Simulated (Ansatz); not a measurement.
# S2F2 (Difluorodisulfane) at PBE0/6-311+G(d,p)

What is the vertical ionisation energy of S2F2 (Difluorodisulfane) at PBE0/6-311+G**? 

The calculation is run with Ansatz 0.2.0.

### 1 The system as given

The species is S2F2 (4 atoms), meant as a singlet with charge 0. SMILES: `FSSF`. The coordinates come from a PBE0-D4/def2-TZVP relaxation.

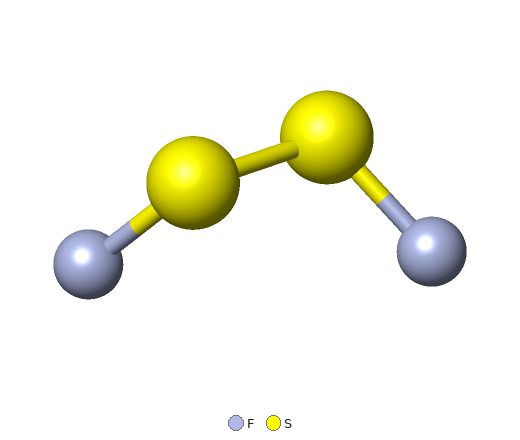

The structure, seen from a chosen angle (fluorine light blue, sulfur yellow).

### 2 A single-point energy at PBE0/6-311+G(d,p)

The input, input.yaml:

```yaml
crystal:
  periodic: [false, false, false]
  atoms:
    - {symbol: F, position_ang: [-1.783750, -0.199930, -0.621590]}
    - {symbol: S, position_ang: [-0.467670, 0.764150, -0.632370]}
    - {symbol: S, position_ang: [1.044990, -0.276390, -0.184720]}
    - {symbol: F, position_ang: [1.206410, -0.287820, 1.438680]}
basis:
  gaussian:
    orbitals: 6-311+G_st__st_-spherical.json
hamiltonian:
  xc: {name: PBE0}
accuracy: high
output: {orbitals: {seedname: orbitals}}
```

The basis set 6-311+G** is read from a file made from the Basis Set Exchange's data (not shown).

Command:

```console
$ ansatz run input.yaml --threads 1 --pin off --max-ram 3480MiB --events-out events.jsonl --progress --plain --runs-dir runs
```

Output:

```text
Warning: RAYON_NUM_THREADS=1 ignored (pool sized by the plan → 1); use --threads N
Functional definition: PBE0
  name "PBE0"
  parameter a = 0.25
  parameter kappa = 0.804
  parameter beta = 0.06672455060314922
  exchange = (1 - a)*pbe_x(kappa = kappa, mu = beta*pi^2/3) + a*exact_x
  correlation = pbe_c(beta = beta)
1776 factors; integrals over basis functions are off by at most 3.8e-9 eV
mean field evaluation 1: about -27089.8779 eV, gradient 4.0e1 eV
mean field evaluation 2: about -27083.4852 eV, gradient 7.7e1 eV
mean field evaluation 4: about -27092.1936 eV, gradient 1.1e0 eV
mean field evaluation 8: about -27092.4233 eV, gradient 1.3e-1 eV
mean field evaluation 16: about -27092.4233 eV, gradient 1.2e-5 eV
mean field -27092.42332570 eV, -995.6281933155 hartree, gradient 1.7e-8 eV, S^2 0.000000; 0 other end points of the search recorded, 0 dependent functions left out
reference -27092.42332956 eV, -995.6281934573 hartree; 25, 25 occupied and 79, 79 virtual orbitals, 1776 factors
Total energy: -27092.42332956 eV, -995.6281934573 hartree
```

Wall time 6.9 s (1 thread of Arm Neoverse V1, shared host); peak memory 0.31 GiB.

### 3 The doublet cation at the same level

The input, in.yaml:

```yaml
basis:
  gaussian: {orbitals: 6-311+G_st__st_-spherical.json}
crystal:
  periodic: [false, false, false]
  atoms:
    - {symbol: F, position_ang: [-1.783750, -0.199930, -0.621590]}
    - {symbol: S, position_ang: [-0.467670, 0.764150, -0.632370]}
    - {symbol: S, position_ang: [1.044990, -0.276390, -0.184720]}
    - {symbol: F, position_ang: [1.206410, -0.287820, 1.438680]}
total_charge: 1
magnetization: {spin_polarized: true, initial_magnetization: 1}
hamiltonian: {xc: {name: PBE0}}
accuracy: high
output: {orbitals: {seedname: orbitals}}
```

The basis set 6-311+G** is read from a file made from the Basis Set Exchange's data (not shown).

Command:

```console
$ ansatz run in.yaml --threads 1 --pin off --max-ram 3480MiB --events-out events.jsonl --progress --plain --runs-dir runs
```

Output, shortened:

```text
Warning: RAYON_NUM_THREADS=1 ignored (pool sized by the plan → 1); use --threads N
[... 7 set-up lines as earlier in the session ...]
1776 factors; integrals over basis functions are off by at most 3.7e-9 eV
mean field evaluation 1: about -27071.2128 eV, gradient 5.7e1 eV
mean field evaluation 2: about -27005.1692 eV, gradient 1.5e2 eV
mean field evaluation 4: about -27081.0220 eV, gradient 4.3e0 eV
mean field evaluation 8: about -27081.3193 eV, gradient 2.7e-1 eV
mean field evaluation 16: about -27081.3198 eV, gradient 1.3e-3 eV
mean field evaluation 32: about -27081.3198 eV, gradient 4.8e-7 eV
mean field -27081.31982054 eV, -995.2201470271 hartree, gradient 5.0e-8 eV, S^2 0.766728; 1 other end points of the search recorded, 0 dependent functions left out
reference -27081.31982493 eV, -995.2201471883 hartree; 25, 24 occupied and 79, 80 virtual orbitals, 1776 factors
Total energy: -27081.31982493 eV, -995.2201471883 hartree
```

Wall time 21 s (1 thread of Arm Neoverse V1, shared host); peak memory 0.44 GiB.

### 4 Results

Level: PBE0/6-311+G**.

| quantity | value |
| --- | --- |
| singlet S2F2: total energy | -995.62819 Eh |
| singlet S2F2: HOMO energy | -8.71 eV |
| singlet S2F2: LUMO energy | -1.92 eV |
| singlet S2F2: HOMO–LUMO gap | 6.79 eV |
| doublet cation: total energy | -995.22015 Eh |
| doublet cation: HOMO energy (highest over α and β) | -15.74 eV |
| doublet cation: LUMO energy (lowest over α and β) | -13.51 eV |
| doublet cation: ⟨S²⟩ | 0.767 |
| vertical ionisation energy (to the doublet cation) | 11.104 eV |

**Reading.** The vertical ionisation energy comes to 11.10 eV (256 kcal/mol). −ε(HOMO) before ionisation, 8.71 eV, is 2.40 eV below this ionisation energy.
